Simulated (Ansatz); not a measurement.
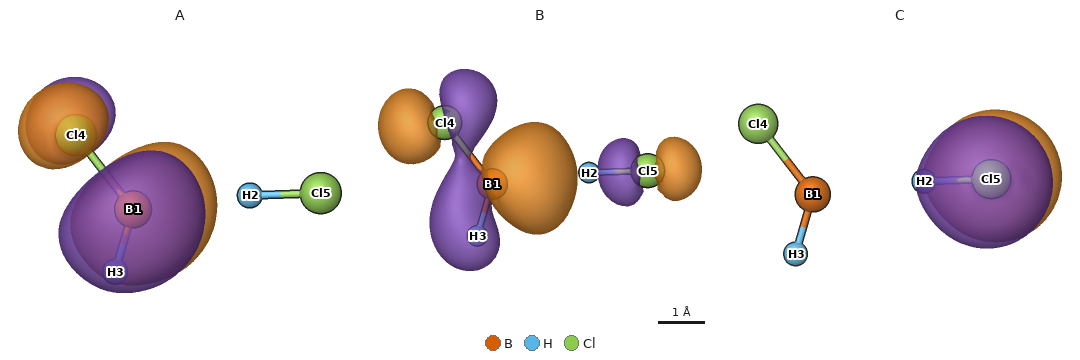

Figure. BClH···HCl (doublet). Three frontier orbitals at ±0.1 Å⁻³ᐟ² (orange and purple are the two phases), in no order.

These are results of Ansatz 0.2.0, UKS BHLYP/def2-SVP, not measurements.

Input file:

```
crystal:
  periodic: [false, false, false]
  atoms:
    - { symbol: B, position_ang: [-0.109917, 3.0e-06, -0.337531] }
    - { symbol: H, position_ang: [-0.062472, -5.0e-06, 2.05074] }
    - { symbol: H, position_ang: [0.996109, -1.0e-06, -0.786027] }
    - { symbol: Cl, position_ang: [-1.550184, 0.0, -1.267697] }
    - { symbol: Cl, position_ang: [0.146164, 3.0e-06, 3.365515] }
magnetization:
  spin_polarized: true
  initial_magnetization: 1
basis:
  gaussian: { orbitals: def2-SVP }
hamiltonian:
  xc: { name: BHLYP }
relax:
  f_tol: 0.03
  max_steps: 50
output:
  orbitals: {}
```

Run with:

```sh
ansatz run input.yaml --threads 1 --pin off --max-ram 2048MiB --backend cpu --events-out ev --progress --plain --runs-dir out
```

The fields are those of the run's last geometry, not of the input's.

Order the three orbitals by energy and name them. All are α orbitals.

Answer. C is the HOMO−1 (α) (−9.94 eV). By Hirshfeld shares it lies mainly on Cl5 (about 95 %); it changes sign across the molecular plane (π type). B is the HOMO (α) (−7.77 eV). Its weight (Hirshfeld) is mainly on B1 (about 55 %), Cl4 (about 20 %), Cl5 (about 10 %), H3 (about 10 %) and H2 (about 5 %); it is symmetric in the molecular plane (an in-plane orbital: σ, lone-pair or in-plane π type). A is the LUMO (α) (−1.25 eV). Its weight (Hirshfeld) is mainly on B1 (about 70 %), Cl4 (about 20 %) and H3 (about 10 %); it changes sign across the molecular plane (π type).

What is the gap between the highest occupied and lowest empty α orbitals?

Answer. 6.52 eV between the orbital energies.
